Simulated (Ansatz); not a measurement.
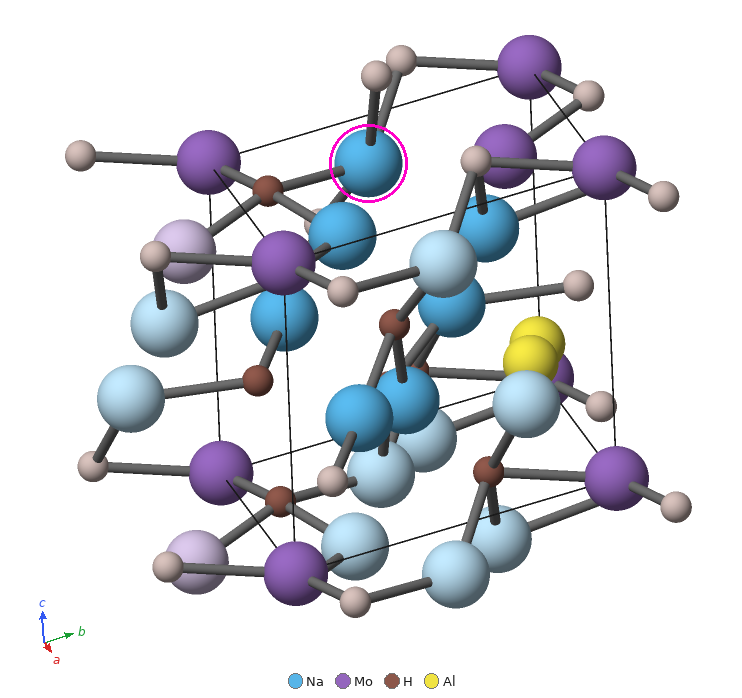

Crystal structure, ball-and-stick style, seen slightly off an axis. Atoms at the boundary of the simulation cell (the box) are drawn once for each face, edge or corner they touch. Bonds that leave the box are completed with the atoms at their other ends, in fainter colours.

The box has a = 8.14 Å, b = 6.47 Å, c = 5.96 Å, α = 76.03°, β = 103.21°, γ = 91.38°.

Bonds shown: Al–Al up to 2.92 Å, H–Mo up to 2.51 Å, H–Na up to 2.66 Å (cut-off distances).

The composition is Na3AlMoH3.

> How many atoms is each element bonded to?

Going by the bonds shown, the numbers of neighbours are Na 2 to 4 (mean 2.5), Al 1, Mo 1 to 3 (mean 2.0) and H 2 to 4 (mean 3.2). Not all metal-metal contacts are counted.

> What element is marked by the ring, and how is it coordinated?

It is a sodium atom, bonded to four H at about 2.3 to 2.6 Å.

> Does this cell show the order of a crystal?

No. The atoms show no order inside the cell (space group P1); it is a periodic model of a disordered solid.

Origin: a made-up disordered cell; unrelaxed. It was the input of a calculation with Ansatz.

At this level of theory the cell isn't at rest (forces up to 1.3 eV/Å), so its distances can differ from those at equilibrium, the more so the softer the solid.
